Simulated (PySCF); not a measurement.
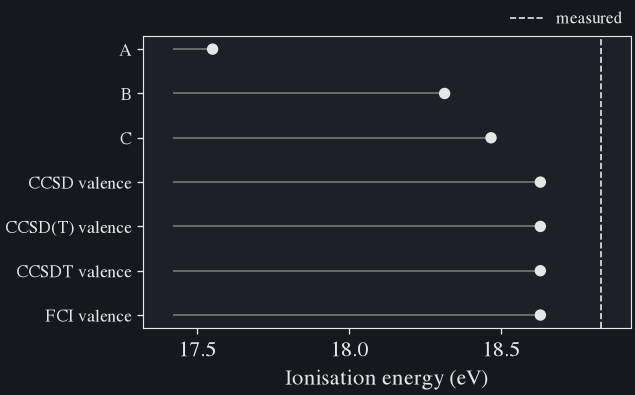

The ionisation energy of Al⁺ ([Ne] 3s² → [Ne] 3s) by several methods, in rising order. PySCF, aug-cc-pCVTZ-DK plus 1 diffuse shell for each l, spin-free X2C-1e, unrestricted single determinants, no spin-orbit coupling. Methods marked “valence” freeze 10 core electrons. The lettered entries are HF, MP2 valence and SCS-MP2 valence in some order.

Match the letters to the methods.

Answer. A is HF (17.55 eV); B is MP2 valence (18.31 eV); C is SCS-MP2 valence (18.47 eV). The values run from 17.55 eV (HF) to 18.63 eV (CCSD valence, CCSD(T) valence, CCSDT valence and FCI valence). The measured value is 18.83 eV; nearest to it come CCSD valence (−0.20) and FCI valence (−0.20), furthest HF (−1.28 eV).
